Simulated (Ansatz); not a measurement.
# A computed series for AlP: carrier doping

Consider AlP in the zinc blende structure (space group F-43m, No. 216; a = 5.508 Å).

Carriers are added at fixed cell with a uniform background; the Fermi–Dirac width is that of 300 K.

All numbers come from DFT with PBE, PAW potentials and a 420 eV plane-wave cutoff in Ansatz (a first-principles code), scalar-relativistic without spin-orbit coupling.

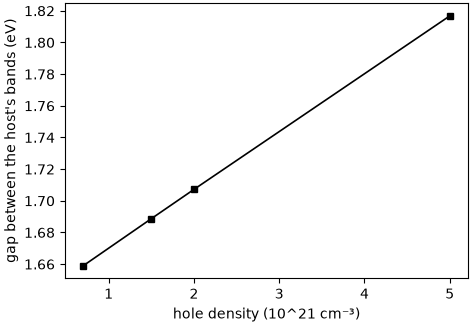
*Gap between the host's bands against hole density*

Problem. From the plot, what is the gap between the host's bands for holes 7.0×10^20 cm⁻³?

Solution. About 1.66 eV.

Problem. Is the trend monotonic over the range shown?

Solution. Yes, it rises throughout, spanning 1.66 eV to 1.82 eV.

Charged cell with a jellium background: band edges are those of the host's band count, energies are not comparable with the neutral cell, and many-body gap narrowing is missing. Whether these cells are dynamically stable was not tested.
